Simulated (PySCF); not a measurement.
**SiPb (charge −1, doublet): density, localisation and related maps**

```yaml
atoms:
  - { symbol: Si, position_ang: [0.0000, 0.0000, -2.1965] }
  - { symbol: Pb, position_ang: [0.0000, 0.0000, 0.2955] }
```

Core potentials replace the inner electrons of Pb.

Computed with PBE0/def2-SVPD, non-relativistic Hamiltonian with scalar-relativistic core potentials where named, at a bond length of 2.492 Å in PySCF.

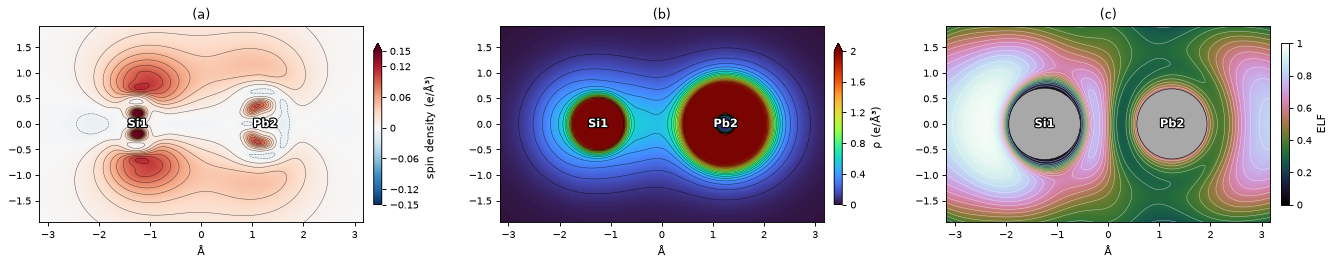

Figure 1. (a) spin density; (b) electron density; (c) electron localisation function on a plane that holds the molecular axis. Grey discs cover the atomic cores in the ELF map.

> Read the bonding off the picture.

- Atoms in the plane: Si and Pb.
- Si–Pb (2.49 Å): the density is about 0.54 e/Å³ at the midpoint; the ELF peaks at about 0.75 in the valence shell of Si, 1.0 Å from its nucleus, and drops to about 0.25 between the two atoms.
- The ELF also peaks beside Si1, away from the bonds: non-bonding electrons, paired or unpaired.
- The unpaired spin (1 electron) lies mostly on Si1 (about 0.6) and Pb2 (about 0.4), in electrons by Hirshfeld's partition.

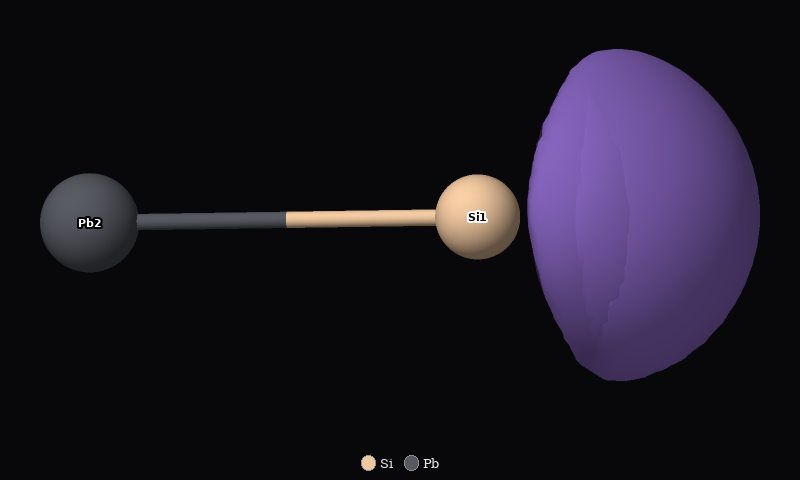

Figure 2. Isosurface of the electron localisation function at 0.9 (purple), seen from one side. Only the valence region is drawn (cores and ρ < 0.01 e/Å³ removed).

> Identify the bonds, lone pairs and shells in this picture.

The ELF exceeds this value in one lobe on Si, pointing away from the bonds (non-bonding electrons).
